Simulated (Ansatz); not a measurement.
# FGeH₂O₂ radical: one molecule under many settings

How do the results and run time of FGeH₂O₂ radical respond when the settings are drawn wide?

Program: Ansatz 0.2.0, Gaussian basis. Level of theory: the settings change from run to run. These are calculated values, not measurements.

## (1) The molecule

The structure was relaxed beforehand with PBE0-D4 in a triple-zeta def2 set.

SMILES `[OH][Ge]([OH])[F]`, 6 atoms, charge 0, spin multiplicity 2.

Atoms are counted from 1 here; the program's logs count them from 0.

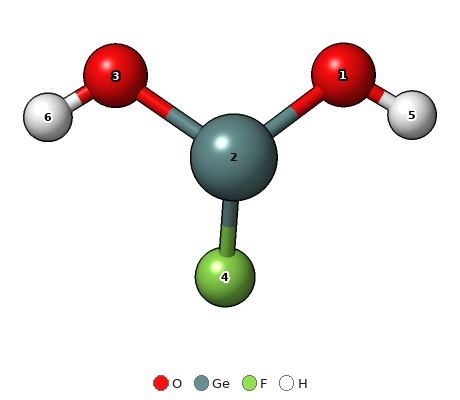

The structure; oxygen red, germanium teal, fluorine green, hydrogen white; atoms are numbered from 1 in the order of the file.

## (2) CAM-B3LYP/def2-TZVP

This run has multiplicity 4, D3(BJ) dispersion.

File in.yaml:

```yaml
crystal:
  periodic: [false, false, false]
  atoms:
    - {symbol: O, position_ang: [-0.639754, 1.341488, -0.464064]}
    - {symbol: Ge, position_ang: [0.211372, -0.204776, -0.465624]}
    - {symbol: O, position_ang: [1.220457, -0.112458, 0.979163]}
    - {symbol: F, position_ang: [-0.962196, -1.482700, -0.231541]}
    - {symbol: H, position_ang: [-1.362661, 1.364180, -1.098200]}
    - {symbol: H, position_ang: [1.574882, -0.969634, 1.234066]}
basis:
  gaussian: {orbitals: def2-TZVP}
magnetization: {spin_polarized: true, initial_magnetization: 3}
hamiltonian: {xc: {name: CAM-B3LYP}, dispersion: d3bj}
output: {forces: true}
```

On the command line:

```bash
> ansatz run in.yaml --threads 2 --pin off --events-out ev --progress --plain --max-ram 22528MiB --backend cpu
```

The program printed (excerpt; [...] marks lines left out):

```text
Functional definition: CAM-B3LYP
  name "CAM-B3LYP"
  cite "Yanai, Tew & Handy, Chem. Phys. Lett. 393, 51 (2004) doi:10.1016/j.cplett.2004.06.011"
  cite "Iikura, Tsuneda, Yanai & Hirao, J. Chem. Phys. 115, 3540 (2001) doi:10.1063/1.1383587"
  cite "Becke, Phys. Rev. A 38, 3098 (1988) doi:10.1103/PhysRevA.38.3098"
  cite "Lee, Yang & Parr, Phys. Rev. B 37, 785 (1988) doi:10.1103/PhysRevB.37.785"
  cite "Vosko, Wilk & Nusair, Can. J. Phys. 58, 1200 (1980) doi:10.1139/p80-159"
[...]
  # Exact exchange under (alpha + beta erf(omega r))/r, Becke's under what is left of 1/r.
[...]
935 factors; their error is unknown
210 factors; integrals over basis functions are off by at most 1.1e-5 eV
[...]
mean field -63359.80305389 eV, -2328.4298154136 hartree, gradient 1.1e-5 eV, S^2 3.756133; 6 other end points of the search recorded, 0 dependent functions left out
[...]
reference -63359.80315441 eV, -2328.4298191074 hartree; 31, 28 occupied and 122, 125 virtual orbitals, 935 factors
Total energy: -63359.87093627 eV, -2328.4323100448 hartree
Atom 0 at    -0.639754     1.341488    -0.464064 Å, force     2.134211     4.191024     4.379673 eV/Å
Atom 1 at     0.211372    -0.204776    -0.465624 Å, force     2.133604    -4.919256    -0.776945 eV/Å
Atom 2 at     1.220457    -0.112458     0.979163 Å, force    -0.218624     0.464199     0.254550 eV/Å
Atom 3 at    -0.962196    -1.482700    -0.231541 Å, force     0.170085     0.102930     0.147765 eV/Å
Atom 4 at    -1.362661     1.364180    -1.098200 Å, force    -4.318408     0.268557    -3.994024 eV/Å
Atom 5 at     1.574882    -0.969634     1.234066 Å, force     0.099134    -0.107454    -0.011020 eV/Å
Dipole moment:     0.601581    -0.104557     0.134087 e Å
```

Wall time 15 s (2 threads of AMD EPYC 7R13, shared host); peak memory 0.51 GiB.

Largest force 6.427 eV/Å, dipole 3.00 D, ⟨S²⟩ 3.756.

## (3) LC-wPBE/aug-pcseg-2

Options: a grid of angular degree 47, the search for lower states set to full.

in.yaml, as its differences from that of step 2:

```diff
@@ -10,5 +10,6 @@
 basis:
-  gaussian: {orbitals: def2-TZVP}
-magnetization: {spin_polarized: true, initial_magnetization: 3}
-hamiltonian: {xc: {name: CAM-B3LYP}, dispersion: d3bj}
+  gaussian: {orbitals: aug-pcseg-2, final_grid: {core_spheres: 20, valence_spheres: 16, degree: 47}}
+magnetization: {spin_polarized: true, initial_magnetization: 1}
+hamiltonian: {xc: {name: LC-wPBE}}
+scf: {lower_state_search: full}
 output: {forces: true}
```

The command is unchanged.

The program printed (excerpt; [...] marks lines left out):

```text
Functional definition: LC-wPBE
  name "LC-wPBE"
  cite "Vydrov & Scuseria, J. Chem. Phys. 125, 234109 (2006) doi:10.1063/1.2409292"
  cite "Heyd & Scuseria, J. Chem. Phys. 120, 7274 (2004) doi:10.1063/1.1668634"
  cite "Ernzerhof & Perdew, J. Chem. Phys. 109, 3313 (1998) doi:10.1063/1.476928"
  cite "Perdew, Burke & Ernzerhof, Phys. Rev. Lett. 77, 3865 (1996) doi:10.1103/PhysRevLett.77.3865"
  parent pbe
[...]
1142 factors; their error is unknown
538 factors; integrals over basis functions are off by at most 2.7e-5 eV
[...]
mean field -63356.36841177 eV, -2328.3035946436 hartree, gradient 2.5e-5 eV, S^2 0.754184; 3 other end points of the search recorded, 0 dependent functions left out
[...]
reference -63356.36841178 eV, -2328.3035946440 hartree; 30, 29 occupied and 213, 214 virtual orbitals, 1142 factors
Total energy: -63356.36841178 eV, -2328.3035946440 hartree
Atom 0 at    -0.639754     1.341488    -0.464064 Å, force     0.064155    -0.336365    -0.130473 eV/Å
Atom 1 at     0.211372    -0.204776    -0.465624 Å, force    -0.099151     0.224540     0.353476 eV/Å
Atom 2 at     1.220457    -0.112458     0.979163 Å, force    -0.144957    -0.177987    -0.283597 eV/Å
Atom 3 at    -0.962196    -1.482700    -0.231541 Å, force     0.126921     0.127919    -0.035785 eV/Å
Atom 4 at    -1.362661     1.364180    -1.098200 Å, force     0.055986     0.055687     0.074329 eV/Å
Atom 5 at     1.574882    -0.969634     1.234066 Å, force    -0.002954     0.106206     0.022051 eV/Å
Dipole moment:     0.148542    -0.144350    -0.344631 e Å
```

Run time: 42 s. Hardware: 2 threads of AMD EPYC 7R13, shared host; peak memory 0.99 GiB.

Largest force 0.430 eV/Å, dipole 1.93 D, ⟨S²⟩ 0.754.

## (4) PBE-QIDH/def2-SVP

Options: charge +1, multiplicity 1.

in.yaml, as its differences from that of step 3:

```diff
@@ -10,6 +10,4 @@
 basis:
-  gaussian: {orbitals: aug-pcseg-2, final_grid: {core_spheres: 20, valence_spheres: 16, degree: 47}}
-magnetization: {spin_polarized: true, initial_magnetization: 1}
-hamiltonian: {xc: {name: LC-wPBE}}
-scf: {lower_state_search: full}
-output: {forces: true}
+  gaussian: {orbitals: def2-SVP}
+total_charge: 1
+hamiltonian: {xc: {name: PBE-QIDH}}
```

The command is unchanged.

The program printed (excerpt; [...] marks lines left out):

```text
Functional definition: PBE-QIDH
  name "PBE-QIDH"
  cite "Brémond, Sancho-García, Pérez-Jiménez & Adamo, J. Chem. Phys. 141, 031101 (2014) doi:10.1063/1.4890314"
  cite "Perdew, Burke & Ernzerhof, Phys. Rev. Lett. 77, 3865 (1996) doi:10.1103/PhysRevLett.77.3865"
[...]
804 factors; integrals over basis functions are off by at most 6.3e-4 eV
[...]
mean field -63306.84876003 eV, -2326.4837810077 hartree, gradient 5.8e-6 eV, S^2 0.000000; 0 other end points of the search recorded, 0 dependent functions left out
12 core orbitals not correlated: weight in the atoms' cores, before any rotation towards them, 1.000 or more for the frozen orbitals, at most 0.000 for the correlated occupied ones
reference -63306.84876789 eV, -2326.4837812966 hartree; 17, 17 occupied and 55, 55 virtual orbitals, 804 factors
second order -24.64379289 eV of doubles, -0.00000000 eV of singles
Total energy: -63315.06336552 eV, -2326.7856621915 hartree
```

Run time: 3.5 s. Hardware: 2 threads of AMD EPYC 7R13, shared host.

## (5) RPBE/aug-cc-pVDZ

This run has D4 dispersion, high accuracy.

in.yaml, as its differences from that of step 4:

```diff
@@ -10,4 +10,6 @@
 basis:
-  gaussian: {orbitals: def2-SVP}
-total_charge: 1
-hamiltonian: {xc: {name: PBE-QIDH}}
+  gaussian: {orbitals: aug-cc-pVDZ}
+magnetization: {spin_polarized: true, initial_magnetization: 1}
+hamiltonian: {xc: {name: RPBE}, dispersion: d4}
+accuracy: high
+output: {forces: true}
```

Same command.

The program printed (excerpt; [...] marks lines left out):

```text
Functional definition: RPBE
  name "RPBE"
  cite "Hammer, Hansen & Nørskov, Phys. Rev. B 59, 7413 (1999) doi:10.1103/PhysRevB.59.7413"
  cite "Perdew, Burke & Ernzerhof, Phys. Rev. Lett. 77, 3865 (1996) doi:10.1103/PhysRevLett.77.3865"
[...]
2477 factors; integrals over basis functions are off by at most 4.7e-9 eV
[...]
mean field -63359.99537914 eV, -2328.4368832360 hartree, gradient 8.1e-8 eV, S^2 0.751853; 0 other end points of the search recorded, 0 dependent functions left out
[...]
reference -63359.99538569 eV, -2328.4368834769 hartree; 30, 29 occupied and 93, 94 virtual orbitals, 2477 factors
Total energy: -63360.36009619 eV, -2328.4502863406 hartree
Atom 0 at    -0.639754     1.341488    -0.464064 Å, force    -0.135381     1.262321     0.506738 eV/Å
Atom 1 at     0.211372    -0.204776    -0.465624 Å, force     0.847289    -0.319508    -1.424325 eV/Å
Atom 2 at     1.220457    -0.112458     0.979163 Å, force     0.549217     0.754425     1.002469 eV/Å
Atom 3 at    -0.962196    -1.482700    -0.231541 Å, force    -1.013814    -1.120196     0.186262 eV/Å
Atom 4 at    -1.362661     1.364180    -1.098200 Å, force    -0.501724     0.020267    -0.447243 eV/Å
Atom 5 at     1.574882    -0.969634     1.234066 Å, force     0.254413    -0.597309     0.176099 eV/Å
Dipole moment:     0.131585    -0.100061    -0.277565 e Å
```

It took 16 s on 2 threads of AMD EPYC 7R13, shared host; peak memory 0.46 GiB.

Largest force 1.688 eV/Å, dipole 1.55 D, ⟨S²⟩ 0.752.

## (6) revPBE/x2c-TZVPPall

Set apart from the defaults: charge -1, multiplicity 1, atoms shaken by 0.03 Å, high accuracy.

File in.yaml:

```yaml
crystal:
  periodic: [false, false, false]
  atoms:
    - {symbol: O, position_ang: [-0.646025, 1.368236, -0.480423]}
    - {symbol: Ge, position_ang: [0.195631, -0.247419, -0.528138]}
    - {symbol: O, position_ang: [1.216211, -0.071130, 0.972935]}
    - {symbol: F, position_ang: [-0.930627, -1.503838, -0.273728]}
    - {symbol: H, position_ang: [-1.367028, 1.379658, -1.098239]}
    - {symbol: H, position_ang: [1.615705, -0.974833, 1.257089]}
basis:
  gaussian: {orbitals: x2c-TZVPPall}
total_charge: -1
hamiltonian: {xc: {name: revPBE}}
accuracy: high
output: {forces: true}
```

Same command.

The program printed (excerpt; [...] marks lines left out):

```text
Functional definition: revPBE
  name "revPBE"
  cite "Zhang & Yang, Phys. Rev. Lett. 80, 890 (1998) doi:10.1103/PhysRevLett.80.890"
  cite "Perdew, Burke & Ernzerhof, Phys. Rev. Lett. 77, 3865 (1996) doi:10.1103/PhysRevLett.77.3865"
[...]
2814 factors; integrals over basis functions are off by at most 4.1e-8 eV
[...]
mean field -63960.68032725 eV, -2350.5116479201 hartree, gradient 2.0e-8 eV, S^2 0.000000; 0 other end points of the search recorded, 0 dependent functions left out
[...]
reference -63960.68033138 eV, -2350.5116480719 hartree; 30, 30 occupied and 139, 139 virtual orbitals, 2814 factors
Total energy: -63960.68033138 eV, -2350.5116480719 hartree
Relativity: scalar
Atom 0 at    -0.646025     1.368236    -0.480423 Å, force    -0.372391     1.549929     1.506562 eV/Å
Atom 1 at     0.195631    -0.247419    -0.528138 Å, force     3.991707     1.016258    -4.035962 eV/Å
Atom 2 at     1.216211    -0.071130     0.972935 Å, force     1.354500    -1.573743     2.636440 eV/Å
Atom 3 at    -0.930627    -1.503838    -0.273728 Å, force    -3.222457    -2.827650     1.415217 eV/Å
Atom 4 at    -1.367028     1.379658    -1.098239 Å, force    -0.731939    -0.119470    -0.712742 eV/Å
Atom 5 at     1.615705    -0.974833     1.257089 Å, force    -1.019420     1.954677    -0.809515 eV/Å
Dipole moment:    -0.133392    -0.217719    -0.048883 e Å
```

Run time: 13 s. Hardware: 2 threads of AMD EPYC 7R13, shared host; peak memory 0.59 GiB.

Largest force 5.767 eV/Å.

## (7) r2SCAN50/def2-SVP

This run has atoms shaken by 0.15 Å.

File in.yaml:

```yaml
crystal:
  periodic: [false, false, false]
  atoms:
    - {symbol: O, position_ang: [-0.262268, 1.311983, -0.208487]}
    - {symbol: Ge, position_ang: [0.153307, -0.125331, -0.671014]}
    - {symbol: O, position_ang: [1.301187, 0.037065, 0.845757]}
    - {symbol: F, position_ang: [-0.938565, -1.456835, -0.017283]}
    - {symbol: H, position_ang: [-1.443261, 1.392339, -1.079156]}
    - {symbol: H, position_ang: [1.662543, -0.913081, 0.974610]}
basis:
  gaussian: {orbitals: def2-SVP}
magnetization: {spin_polarized: true, initial_magnetization: 1}
hamiltonian: {xc: {name: r2SCAN50}}
output: {forces: true}
```

Same command.

The program printed (excerpt; [...] marks lines left out):

```text
Functional definition: r2SCAN50
  name "r2SCAN50"
  cite "Bursch, Neugebauer, Ehlert & Grimme, J. Chem. Phys. 156, 134105 (2022) doi:10.1063/5.0086040"
  cite "Furness, Kaplan, Ning, Perdew & Sun, J. Phys. Chem. Lett. 11, 8208 (2020) doi:10.1021/acs.jpclett.0c02405"
  cite "Furness, Kaplan, Ning, Perdew & Sun, J. Phys. Chem. Lett. 11, 9248 (2020) doi:10.1021/acs.jpclett.0c03077"
  parent r2scan
[...]
801 factors; integrals over basis functions are off by at most 1.6e-3 eV
[...]
mean field -63339.20625152 eV, -2327.6728968872 hartree, gradient 4.0e-5 eV, S^2 0.796375; 2 other end points of the search recorded, 0 dependent functions left out
[...]
reference -63339.20625705 eV, -2327.6728970906 hartree; 30, 29 occupied and 54, 55 virtual orbitals, 801 factors
Total energy: -63339.20625705 eV, -2327.6728970906 hartree
Atom 0 at    -0.262268     1.311983    -0.208487 Å, force    -8.807661     8.683950    -2.664380 eV/Å
Atom 1 at     0.153307    -0.125331    -0.671014 Å, force     3.226095    -8.862490     2.410609 eV/Å
Atom 2 at     1.301187     0.037065     0.845757 Å, force     0.741133    -4.566949    -2.054063 eV/Å
Atom 3 at    -0.938565    -1.456835    -0.017283 Å, force     1.140124     1.665093    -1.298382 eV/Å
Atom 4 at    -1.443261     1.392339    -1.079156 Å, force     4.537566     0.158043     3.555870 eV/Å
Atom 5 at     1.662543    -0.913081     0.974610 Å, force    -0.837256     2.922353     0.050346 eV/Å
Dipole moment:    -0.104899     0.013790    -0.809111 e Å
```

Wall time 13 s (2 threads of AMD EPYC 7R13, shared host).

Largest force 12.652 eV/Å, dipole 3.92 D, ⟨S²⟩ 0.796.

## (8) B97M-V/x2c-TZVPPall

Options: a point charge of -1.00 e beside it, relativity set to scalar.

File in.yaml:

```yaml
crystal:
  periodic: [false, false, false]
  atoms:
    - {symbol: O, position_ang: [-0.639754, 1.341488, -0.464064]}
    - {symbol: Ge, position_ang: [0.211372, -0.204776, -0.465624]}
    - {symbol: O, position_ang: [1.220457, -0.112458, 0.979163]}
    - {symbol: F, position_ang: [-0.962196, -1.482700, -0.231541]}
    - {symbol: H, position_ang: [-1.362661, 1.364180, -1.098200]}
    - {symbol: H, position_ang: [1.574882, -0.969634, 1.234066]}
basis:
  gaussian: {orbitals: x2c-TZVPPall, point_charges: [{charge: -1.00, position_ang: [5.160, 0.558, -0.808]}]}
magnetization: {spin_polarized: true, initial_magnetization: 1}
hamiltonian: {xc: {name: B97M-V}, pseudopotentials: {relativity: scalar}}
output: {forces: true}
```

The command is unchanged.

The program printed (excerpt; [...] marks lines left out):

```text
Functional definition: B97M-V
  name "B97M-V"
  cite "Mardirossian & Head-Gordon, J. Chem. Phys. 142, 074111 (2015) doi:10.1063/1.4907719"
  cite "Becke, J. Chem. Phys. 107, 8554 (1997) doi:10.1063/1.475007"
  cite "Vydrov & Van Voorhis, J. Chem. Phys. 133, 244103 (2010) doi:10.1063/1.3521275"
  # Of w^i u^j: cxij and so on, Table III.
[...]
  gx(w, u) = cx00 + cx01*u + cx02*u^2 + (cx10 + cx11*u)*w
  gss(w, u) = css00 + css02*u^2 + css10*w + (css32*w^3 + css42*w^4)*u^2
  gos(w, u) = cos00 + cos01*u + cos03*u^3 + cos10*w + cos32*w^3*u^2
[...]
      + integral(e_c_pw_mod_opposite_spin*gos(b97_w_opposite, b97_u_opposite)) + vv10(b, c)
956 factors; their error is unknown
[...]
mean field -63949.50083511 eV, -2350.1008091619 hartree, gradient 7.9e-5 eV, S^2 0.752516; 0 other end points of the search recorded, 0 dependent functions left out
[...]
reference -63949.50088086 eV, -2350.1008108432 hartree; 30, 29 occupied and 139, 140 virtual orbitals, 956 factors
Total energy: -63949.50088086 eV, -2350.1008108432 hartree
Relativity: scalar
Atom 0 at    -0.639754     1.341488    -0.464064 Å, force    -0.435850     0.326058     0.016883 eV/Å
Atom 1 at     0.211372    -0.204776    -0.465624 Å, force     0.866895    -0.051872    -0.186399 eV/Å
Atom 2 at     1.220457    -0.112458     0.979163 Å, force    -0.349690    -0.108803     0.155091 eV/Å
Atom 3 at    -0.962196    -1.482700    -0.231541 Å, force    -0.367474    -0.243598     0.112020 eV/Å
Atom 4 at    -1.362661     1.364180    -1.098200 Å, force     0.231984    -0.078793     0.122806 eV/Å
Atom 5 at     1.574882    -0.969634     1.234066 Å, force     0.101315     0.219154    -0.201667 eV/Å
Dipole moment:     0.327466    -0.097563    -0.291752 e Å
```

It took 15 s on 2 threads of AMD EPYC 7R13, shared host.

Largest force 0.888 eV/Å, dipole 2.16 D, ⟨S²⟩ 0.753.

## (9) MP2/def2-TZVPP

Set apart from the defaults: atoms shaken by 0.08 Å, high accuracy.

File in.yaml:

```yaml
crystal:
  periodic: [false, false, false]
  atoms:
    - {symbol: O, position_ang: [-0.789532, 1.375583, -0.369963]}
    - {symbol: Ge, position_ang: [0.272921, -0.170917, -0.525379]}
    - {symbol: O, position_ang: [1.310097, -0.139828, 1.097303]}
    - {symbol: F, position_ang: [-0.857545, -1.581766, -0.273023]}
    - {symbol: H, position_ang: [-1.393783, 1.340468, -1.056910]}
    - {symbol: H, position_ang: [1.521038, -1.032768, 1.334207]}
basis:
  gaussian: {orbitals: def2-TZVPP}
magnetization: {spin_polarized: true, initial_magnetization: 1}
hamiltonian: {xc: {name: HF}}
correlation: {method: mp2}
accuracy: high
output: {forces: true}
```

Same command.

The program printed (excerpt; [...] marks lines left out):

```text
Functional definition: HF
  name "HF"
  cite "Fock, Z. Phys. 61, 126 (1930) doi:10.1007/BF01340294"
  parent pbe
[...]
2801 factors; integrals over basis functions are off by at most 4.6e-8 eV
[...]
mean field -63289.60602889 eV, -2325.8501223259 hartree, gradient 7.1e-8 eV, S^2 0.773866; 0 other end points of the search recorded, 0 dependent functions left out
12 core orbitals not correlated: weight in the atoms' cores, before any rotation towards them, 1.000 or more for the frozen orbitals, at most 0.000 for the correlated occupied ones
reference -63289.60602889 eV, -2325.8501223259 hartree; 18, 17 occupied and 139, 140 virtual orbitals, 2801 factors
second order -26.38925269 eV of doubles, -0.00000000 eV of singles
[...]
Total energy: -63315.99528157 eV, -2326.8199094748 hartree
Atom 0 at    -0.789532     1.375583    -0.369963 Å, force     3.553770    -1.938727     1.919705 eV/Å
Atom 1 at     0.272921    -0.170917    -0.525379 Å, force    -1.169555     0.412866     3.595867 eV/Å
Atom 2 at     1.310097    -0.139828     1.097303 Å, force    -1.675497     1.090351    -2.858854 eV/Å
Atom 3 at    -0.857545    -1.581766    -0.273023 Å, force     1.252108     1.423831    -0.497536 eV/Å
Atom 4 at    -1.393783     1.340468    -1.056910 Å, force    -2.097227    -0.014562    -2.283185 eV/Å
Atom 5 at     1.521038    -1.032768     1.334207 Å, force     0.136400    -0.973758     0.124003 eV/Å
Dipole moment:     0.178261    -0.128393    -0.525855 e Å
```

Wall time 54 s (2 threads of AMD EPYC 7R13, shared host); peak memory 1.1 GiB.

Largest force 4.480 eV/Å, dipole 2.74 D, ⟨S²⟩ 0.774.

## (10) revPBE/def2-mTZVP

This run has restricted open-shell orbitals, D3(BJ) with three-body dispersion.

File in.yaml:

```yaml
crystal:
  periodic: [false, false, false]
  atoms:
    - {symbol: O, position_ang: [-0.639754, 1.341488, -0.464064]}
    - {symbol: Ge, position_ang: [0.211372, -0.204776, -0.465624]}
    - {symbol: O, position_ang: [1.220457, -0.112458, 0.979163]}
    - {symbol: F, position_ang: [-0.962196, -1.482700, -0.231541]}
    - {symbol: H, position_ang: [-1.362661, 1.364180, -1.098200]}
    - {symbol: H, position_ang: [1.574882, -0.969634, 1.234066]}
basis:
  gaussian: {orbitals: def2-mTZVP}
magnetization: {spin_polarized: false, initial_magnetization: 1}
hamiltonian: {xc: {name: revPBE}, dispersion: d3bjatm}
```

Same command.

The program printed:

```text
Functional definition: revPBE
  name "revPBE"
  cite "Zhang & Yang, Phys. Rev. Lett. 80, 890 (1998) doi:10.1103/PhysRevLett.80.890"
  cite "Perdew, Burke & Ernzerhof, Phys. Rev. Lett. 77, 3865 (1996) doi:10.1103/PhysRevLett.77.3865"
  parameter kappa = 1.245
  parameter beta = 0.06672455060314922
  exchange = pbe_x(kappa = kappa, mu = beta*pi^2/3)
  correlation = pbe_c(beta = beta)
878 factors; their error is unknown
mean field evaluation 1: about -63344.8671 eV, gradient 9.5e1 eV
mean field evaluation 2: about -63249.0273 eV, gradient 2.2e2 eV
mean field evaluation 4: about -63357.8125 eV, gradient 3.1e1 eV
mean field evaluation 8: about -63359.2190 eV, gradient 1.5e-1 eV
mean field evaluation 16: about -63359.1964 eV, gradient 1.9e-4 eV
mean field evaluation 32: about -63339.5568 eV, gradient 5.4e1 eV
mean field -63359.19637513 eV, -2328.4075203801 hartree, gradient 4.3e-5 eV, S^2 0.750000; 0 other end points of the search recorded, 0 dependent functions left out
reference -63359.19641046 eV, -2328.4075216788 hartree; 30, 29 occupied and 79, 80 virtual orbitals, 878 factors
Total energy: -63359.40413347 eV, -2328.4151553585 hartree
```

It took 3.6 s on 2 threads of AMD EPYC 7R13, shared host.

## (11) All runs side by side

```
              level  charge  multiplicity               geometry  functions  energy (eV)   time
CAM-B3LYP/def2-TZVP       0             4                relaxed        153   -63359.871   15 s
LC-wPBE/aug-pcseg-2       0             2                relaxed        243   -63356.368   42 s
  PBE-QIDH/def2-SVP       1             1                relaxed         84   -63315.063  3.5 s
   RPBE/aug-cc-pVDZ       0             2                relaxed        123   -63360.360   16 s
revPBE/x2c-TZVPPall      -1             1                 shaken        169   -63960.680   13 s
  r2SCAN50/def2-SVP       0             2                 shaken         84   -63339.206   13 s
B97M-V/x2c-TZVPPall       0             2  relaxed, point charge        169   -63949.501   15 s
     MP2/def2-TZVPP       0             2                 shaken        169   -63315.995   54 s
  revPBE/def2-mTZVP       0             2                relaxed        109   -63359.404  3.6 s
```

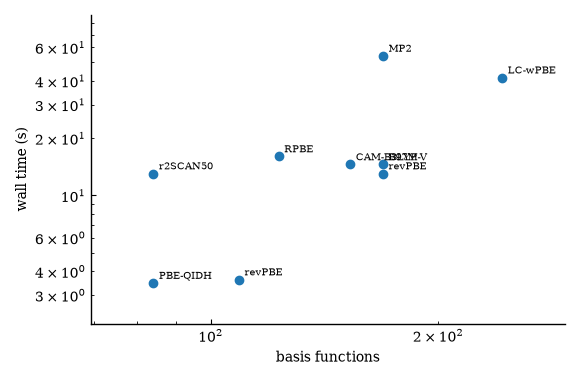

Wall time against the number of basis functions (shared host).

## (12) Summary of results

| quantity | value |
| --- | --- |
| runs | 9 |
| quickest | PBE-QIDH/def2-SVP, 3.5 s |
| slowest | MP2/def2-TZVPP, 54 s |
| spread of total energies, same state and geometry | 4.0 eV |
| dipole, same state and geometry | 1.55 to 1.93 D |

What this shows: MP2/def2-TZVPP took 16 times as long as PBE-QIDH/def2-SVP. The jobs differ in tasks and options as well as level. The totals spread over 4 eV; they can't be compared across methods or bases. At the PBE0-D4/def2-TZVP geometry and in the same state, runs without warnings or point charges leave forces up to 1.69 eV/Å (RPBE/aug-cc-pVDZ), against 12.7 eV/Å where the atoms were moved.
